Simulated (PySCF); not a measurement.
```xyz
4
charge 0, multiplicity 1
B    -0.3803   -1.2611   -0.2371
H     0.6015   -1.9073   -0.0436
F    -0.4930   -0.5068   -1.3059
F    -1.3822   -1.2827    0.6117
```

What structure does this define?

Formula BF₂H. The point group is C2v. All atoms lie on one plane. Coordination: 1 B trigonal planar.

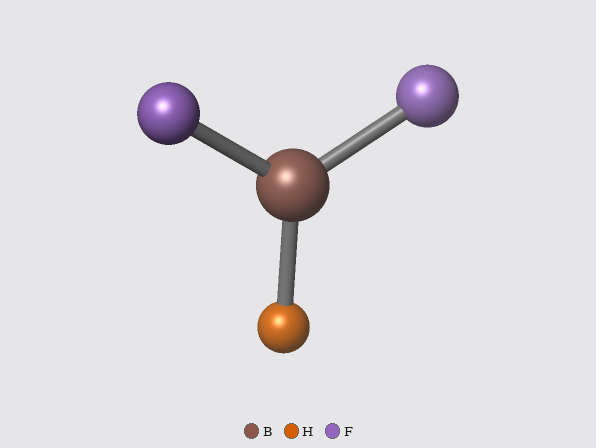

Figure made from data computed with PySCF.
